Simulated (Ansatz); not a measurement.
C4H5F: nudged elastic band (part 2 of 2)

The same run, continued: C4H5F; UKS revPBE/cc-pVDZ (Ansatz 0.2.0). The run did not end well. It belongs to a series of runs on one base structure; here: band between the two ends.

Geometry of the input (Å):
```
C  -1.4006  1.2619  -0.0837
C  -0.1592  0.7259  0.0226
C  0.1361  -0.7010  -0.0225
C  1.3915  -1.1922  0.0851
F  1.6510  -2.5232  0.0413
H  -2.2924  0.6288  -0.2159
H  -1.5579  2.3491  -0.0416
H  0.7033  1.4034  0.1530
H  -0.6941  -1.4146  -0.1500
H  2.3054  -0.5893  0.2147
```

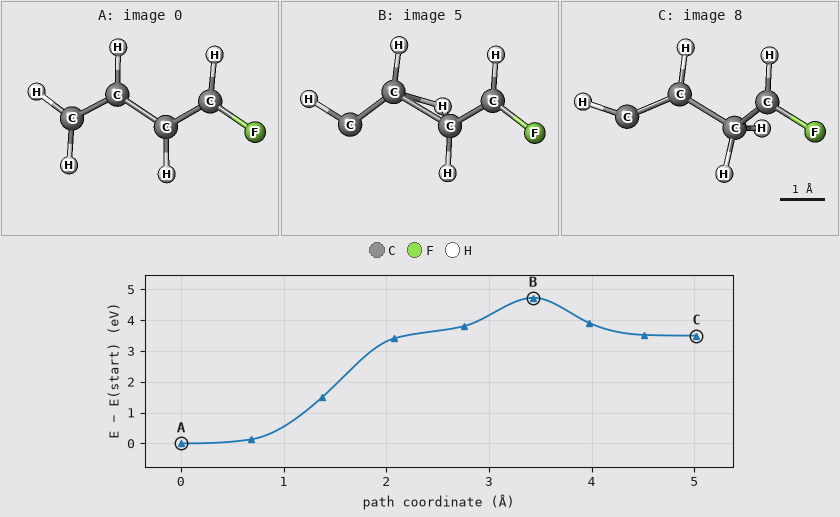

*Images of the last band (counted from 0; ball-and-stick, seen at a tilt) above the energy along the path; the line is a cubic interpolation that uses the forces.*

The highest image is number 5, 4.729 eV above the start and 1.228 eV above the end (the climbing image); the end lies 3.500 eV above the start. The path is 5.02 Å long. The band had not converged after 60 iterations.

```
Unfinished report: {"positions_ang":[[-1.6637480816839298,1.3209508376716486,0.22678695706582494],[-0.3681516394994925,0.9283673117114093,0.009696657046335091],[-0.08610862175901832,-0.6424168697906242,0.016169304901783487],[1.1799468853275394,-1.1751064147385262,0.027350708895014134],[1.376768277361428,-2.4910407239449803,0.25095125392406753],[-0.40595849830888436,0.0016654743046792706,-0.9890010674602701],[-1.688670963101846,2.411812022441297,0.4867647453860431],[0.5826830995819087,1.4736436189978086,-0.18682755284255415],[-0.9608483643326018,-1.2690444952121482,0.25505590090481933],[2.117187906414896,-0.6100317714405634,-0.09394588782106313]],"unchecked":["starts","cluster_reference","orbital_swaps","neighbouring_geometries","increment"],"mean_field":{"relativity":"none","state":{"energy":{"ev":-6938.664464308511,"hartree":-254.991215867642},"converged":true,"gradient_ev":7.654712219955694e-6,"stability":{"kind":"minimum","curvature_ev":0.4568356331572738},"curvature_floor_ev":0.00030000000000000003,"spin_squared":1.7763568394002505e-14},"others":[],"fillings":{"estimated":0,"unestimated":0,"tried":0,"untried":0,"excluded_magnetic_sites":0},"n_dropped_functions":0,"n_trapped_functions":0,"passes":{"evaluations":7,"products":46},"factors":{"origin":"density fitting in generated functions","count":1146,"bound_ev":null},"gradient_stop_ev":0.000013705068994718215,"reference_kind":"stationary","functional":{"name":"revPBE","citations":["Zhang & Yang, Phys. Rev. Lett. 80, 890 (1998) doi:10.1103/PhysRevLett.80.890","Perdew, Burke & Ernzerhof, Phys. Rev. Lett. 77, 3865 (1996) doi:10.1103/PhysRevLett.77.3865"],"text":"name \"revPBE\"\ncite \"Zhang & Yang, Phys. Rev. Lett. 80, 890 (1998) doi:10.1103/PhysRevLett.80.890\"\ncite \"Perdew, Burke & Ernzerhof, Phys. Rev. Lett. 77, 3865 (1996) doi:10.1103/PhysRevLett.77.3865\"\nparameter kappa = 1.245\nparameter beta = 0.06672455060314922\nexchange = pbe_x(kappa = kappa, mu = beta*pi^2/3)\ncorrelation = pbe_c(beta = beta)\n","parameters":{"beta":{"value":0.06672455060314922,"default":0.06672455060314922},"kappa":{"value":1.245,"default":1.245}},"final_grid":{"core_spheres":13.0,"valence_spheres":11.0,"degree":36.0},"final_grid_parameter_source":"default","radial_points_factor":1.0,"radial_grid_error_ev":3.302647371798941e-7,"grid_sensitivity":"normal","grid_sensitivity_ratio":0.001870803151768979},"unsmoothed_excess_ev":-0.00003302406125944391,"symmetry":{"irreps":["A"],"axes":[[0.9996353790198945,-0.01799309843112941,-0.020133490025317113],[0.017419836059430482,0.9994478166937314,-0.02829507055647698],[0.020631488637866652,0.027934031484573324,0.9993968338761158]],"occupied":[{"A":19},{"A":19}]},"density_repulsion":{"missed_ev":0.00010070023387774731,"excess_ev":0.00010070023387774731,"most_excess_ev":0.000494,"are_drawn_again":false,"n_first_factors":1146,"energy_change_ev":0.0,"n_dropped_ends":0},"direct_passes":"host"},"factors":{"origin":"density fitting in generated functions","count":1146,"bound_ev":null},"n_frozen":0,"n_occupied":[19,19],"n_virtual":[76,76],"reference":{"ev":-6938.664464308511,"hartree":-254.991215867642},"total":{"ev":-6938.664464308511,"hartree":-254.991215867642},"forces_ev_per_angstrom":[[-0.005498696821264261,-0.029717384466085416,-0.020392675813774252],[0.0058653205826325085,-0.020382568531389353,0.006295368661328292],[0.01860946420735288,0.009544083359581113,0.04430634293046322],[0.00397642781735735,-0.007446709607469648,-0.003125440198829154],[-0.015499422315068857,-0.004967492463289482,0.018026452957281554],[-0.0049643456945217355,0.07760134434251664,-0.021015004438924494],[0.006150364619594674,-0.03164507438140773,0.003283408578593303],[-0.012459495840556802,-0.00038422236745278433,-0.012439392609446603],[0.0006053823160989913,0.020784160136564655,0.0024763162952702806],[0.0032150011340206608,-0.01338613602469255,-0.01741537635788606]],"charge_distribution":{"dipole_moment_e_ang":[0.663031017332324,-0.10969446119923806,-0.19038182613517055],"mulliken_charges_e":[-0.1816922090998183,-0.11991850224854961,-0.03159624375070447,0.18271461898628516,-0.1207947699822789,0.18328498575963648,0.02569681367184129,-0.007896050301335,0.04437090067057248,0.025830456294332782],"lowdin_charges_e":[-0.11959820176900937,-0.11382499255221568,-0.037748572605933894,-0.12877106577325392,0.23345090599162432,0.11691598702558781,-0.0097968705996625,0.010014188387261092,0.04486617752914679,0.004492444366466897]},"n_threads":2,"memory_gib":2.556818182580173,"seconds":{"hamiltonian":2.645541403,"orbitals":0.0,"second_order":0.0,"solver_start":0.0,"cycles":0.0,"cycle":0.0,"perturbative":0.0,"full_ci_increment":0.0,"forces":0.0}}
this run last wrote the band of iteration 60 to [file]
Error: NEB band did not converge after 60 iterations: max|band force component| = 1.16e-1 eV/Å (threshold 5.0e-2); raise `neb.max_iterations` in a new run, which can start from the last band evaluated (`neb.initial_path`, with `crystal.atoms` and `neb.final_atoms` set to its first and last images), add images, or start from endpoints closer to local minima. Where this run's directory can be resumed (`checkpoint.write`), a resume goes on for up to `neb.max_iterations` more; to start a new run from the last band, take its images' positions from the `neb_iteration` event of iteration 60 (`data.images[].positions_ang`), in the event stream of the run that computed that iteration (not this run's, if it was resumed behind it). With `checkpoint.write`, `steps/00-neb/state/checkpoint.json` in the run directory holds the last saved band, under `neb.evaluated.images[].positions_ang` (a band under a hybrid functional on support functions is neither saved nor resumed: `neb.initial_path` says where its path is): check the last entry of `neb.iterations` there, which is earlier than 60 if that iteration was not saved or its write failed. If the band's step has no `state` directory and holds `state.next`, a write was cut short, and the file is under `state.next` instead (behind a loss of power it can be under `state.prev`)
this run wrote the band of iteration 60 to [file] as well, whether or not its events were kept: a new run's `neb.initial_path` can list its `images[].positions_ang`
a run's events are kept only if it was started with --events-out <file>, and are in that file
```

## The last band as extended XYZ (Å, eV, eV/Å)
```
10
Properties=species:S:1:pos:R:3:forces:R:3 image=0 energy=-6943.39316
C    -1.4006    1.2619   -0.0837   -0.0016   0.0003  -0.0006
C    -0.1592    0.7259    0.0226    0.0014  -0.0028  -0.0011
C     0.1361   -0.7010   -0.0225    0.0003   0.0013  -0.0023
C     1.3915   -1.1922    0.0851   -0.0021   0.0004   0.0006
F     1.6510   -2.5232    0.0413   -0.0011   0.0008  -0.0005
H    -2.2924    0.6288   -0.2159    0.0000  -0.0009   0.0019
H    -1.5579    2.3491   -0.0416    0.0000   0.0000  -0.0008
H     0.7033    1.4034    0.1530    0.0014  -0.0002   0.0011
H    -0.6941   -1.4146   -0.1500    0.0016   0.0009   0.0008
H     2.3054   -0.5893    0.2147    0.0001   0.0002   0.0009
10
Properties=species:S:1:pos:R:3:forces:R:3 image=1 energy=-6943.26092
C    -1.3743    1.2526   -0.1398    0.0936   0.0633  -0.1713
C    -0.1446    0.7543    0.1241    0.0294   0.0003  -0.0222
C     0.1253   -0.6813    0.0944    0.0596   0.0016  -0.0246
C     1.3698   -1.1953    0.0188    0.0576  -0.0099   0.0172
F     1.6055   -2.5304    0.0347    0.0302  -0.0241  -0.0187
H    -2.1054    0.5701   -0.5866   -0.5079  -0.0207   0.2819
H    -1.6387    2.3106   -0.0124    0.0725   0.0561  -0.1790
H     0.6880    1.4353    0.3665    0.0194  -0.0127   0.1962
H    -0.7314   -1.3707    0.1825    0.0578  -0.0157  -0.1405
H     2.2888   -0.5963   -0.0790    0.0878  -0.0383   0.0610
10
Properties=species:S:1:pos:R:3:forces:R:3 image=2 energy=-6941.88516
C    -1.4620    1.1987    0.0195    0.8780   0.2694  -0.9796
C    -0.1787    0.7434    0.1500    0.5426   0.0609   0.4622
C     0.0617   -0.6931    0.1206    0.1517   0.0833  -0.1568
C     1.3126   -1.1866    0.0241    0.1785  -0.0768  -0.0349
F     1.5933   -2.5045    0.1127    0.0519  -0.0846  -0.0531
H    -1.6254    0.6166   -0.9021   -2.5320  -0.3191   0.2175
H    -1.6970    2.2659    0.1475   -0.0538   0.0175  -0.3725
H     0.6758    1.4308    0.1708    0.4466   0.0695   0.9950
H    -0.7953   -1.3682    0.3024    0.1587   0.0692  -0.1714
H     2.1981   -0.5543   -0.1424    0.1777  -0.0893   0.0934
10
Properties=species:S:1:pos:R:3:forces:R:3 image=3 energy=-6939.98073
C    -1.6538    1.1533    0.1996    0.0729  -0.0977  -0.2773
C    -0.2989    0.7256    0.0465    0.1308  -0.0415   0.2528
C     0.0149   -0.7163    0.1466    0.0066  -0.0282  -0.0970
C     1.2735   -1.1822    0.0543    0.1014  -0.0419  -0.0348
F     1.5671   -2.4974    0.1564    0.0474  -0.0032   0.0454
H    -1.0607    0.7240   -0.9794   -0.7369   0.4306   0.3108
H    -1.6658    2.2785    0.2054    0.1208  -0.0874  -0.3402
H     0.5823    1.4080   -0.0324    0.1262  -0.0546   0.1399
H    -0.8399   -1.3908    0.3143    0.0731  -0.0380  -0.0219
H     2.1645   -0.5539   -0.1082    0.0577  -0.0380   0.0224
10
Properties=species:S:1:pos:R:3:forces:R:3 image=4 energy=-6939.58862
C    -1.6804    1.2465    0.3179    0.0233  -0.0736   0.1793
C    -0.3664    0.7450   -0.1239    0.0386  -0.3157  -0.2600
C    -0.0300   -0.7013    0.1804    0.0412  -0.0834   0.2844
C     1.2185   -1.1807    0.0922    0.0758  -0.0692   0.1170
F     1.4929   -2.5063    0.2124    0.0810  -0.0710   0.0563
H    -0.5847    0.4922   -1.2007   -0.3242   0.8856  -0.3844
H    -1.7139    2.3644    0.4092    0.0461  -0.0110  -0.1667
H     0.5186    1.4290   -0.1244   -0.0638  -0.1120   0.0574
H    -0.8944   -1.3699    0.3120    0.0787  -0.1022   0.1078
H     2.1228   -0.5701   -0.0721    0.0033  -0.0475   0.0088
10
Properties=species:S:1:pos:R:3:forces:R:3 image=5 energy=-6938.66443
C    -1.6637    1.3210    0.2268   -0.0055  -0.0297  -0.0204
C    -0.3682    0.9284    0.0097    0.0059  -0.0204   0.0063
C    -0.0861   -0.6424    0.0162    0.0186   0.0095   0.0443
C     1.1799   -1.1751    0.0274    0.0040  -0.0074  -0.0031
F     1.3768   -2.4910    0.2510   -0.0155  -0.0050   0.0180
H    -0.4060    0.0017   -0.9890   -0.0050   0.0776  -0.0210
H    -1.6887    2.4118    0.4868    0.0062  -0.0316   0.0033
H     0.5827    1.4736   -0.1868   -0.0125  -0.0004  -0.0124
H    -0.9608   -1.2690    0.2551    0.0006   0.0208   0.0025
H     2.1172   -0.6100   -0.0939    0.0032  -0.0134  -0.0174
10
Properties=species:S:1:pos:R:3:forces:R:3 image=6 energy=-6939.47328
C    -1.5045    1.4756    0.3473    0.4211   0.3800   0.3124
C    -0.3259    0.9210    0.1249    0.0921  -0.0353   0.4378
C    -0.1552   -0.5832   -0.1072   -0.1871   0.2012  -0.4868
C     1.1822   -1.1580    0.0742    0.0738   0.1212   0.1444
F     1.3141   -2.4998    0.2440   -0.1221   0.0387  -0.0176
H    -0.4207   -0.3879   -1.1725    0.0672  -1.2130  -0.6554
H    -1.7455    2.5308    0.4917   -0.4034   0.2304   0.0642
H     0.5690    1.5006   -0.1977   -0.0942   0.1451   0.1689
H    -0.9575   -1.2124    0.3331    0.0564   0.1156   0.0122
H     2.1271   -0.6380   -0.1349    0.0963   0.0162   0.0199
10
Properties=species:S:1:pos:R:3:forces:R:3 image=7 energy=-6939.86915
C    -1.3957    1.5512    0.4620    0.0365   0.0250   0.0464
C    -0.3155    0.9189    0.0290    0.0010  -0.0008  -0.0182
C    -0.2001   -0.5832   -0.1796   -0.0085   0.0055  -0.0503
C     1.1495   -1.1161    0.1614   -0.0032   0.0231   0.0536
F     1.2987   -2.4703    0.0793   -0.0151   0.0076   0.0030
H    -0.4274   -0.7651   -1.2620    0.0079  -0.1237  -0.0736
H    -1.7011    2.5928    0.6216   -0.0203   0.0150   0.0442
H     0.5731    1.5126   -0.2862   -0.0069   0.0183  -0.0057
H    -0.9883   -1.1288    0.3855    0.0042   0.0240  -0.0086
H     2.0899   -0.5631   -0.0080    0.0043   0.0060   0.0094
10
Properties=species:S:1:pos:R:3:forces:R:3 image=8 energy=-6939.89286
C    -1.2957    1.5295    0.6080    0.0036  -0.0016  -0.0032
C    -0.3371    0.9200   -0.0739   -0.0018   0.0016   0.0041
C    -0.2124   -0.5859   -0.2513    0.0003   0.0035   0.0001
C     1.1159   -1.0911    0.2043    0.0015  -0.0078  -0.0005
F     1.2846   -2.4458    0.1754   -0.0014   0.0043   0.0013
H    -0.3704   -0.8282   -1.3355   -0.0006  -0.0007  -0.0011
H    -1.5849    2.5601    0.8508   -0.0025   0.0014   0.0017
H     0.4491    1.5290   -0.5768    0.0004  -0.0014  -0.0016
H    -1.0268   -1.1092    0.2974    0.0000  -0.0011  -0.0006
H     2.0607   -0.5295    0.1045    0.0006   0.0018  -0.0003
```

## What the run reported

```json
{"quantity": "outcome", "value": "not converged"}
{"quantity": "barrier, forward (band not converged)", "value": "4.729 eV"}
{"quantity": "barrier, backward", "value": "1.228 eV"}
{"quantity": "wall time", "value": "15 min (CPU time 30 min)"}
{"quantity": "peak memory", "value": "0.23 GiB"}
```

## What went wrong

The run did not converge: “NEB band did not converge after 60 iterations: max|band force component| = 1.16e-1 eV/Å (threshold 5.0e-2); raise `neb.max_iterations` in a new run, which can start from the last band evaluated (`neb.initial_path`, with `crystal.atoms` and `neb.final_atoms` set to its first and last images), add images, or start from endpoints closer to local minima …” Its last values are not results.
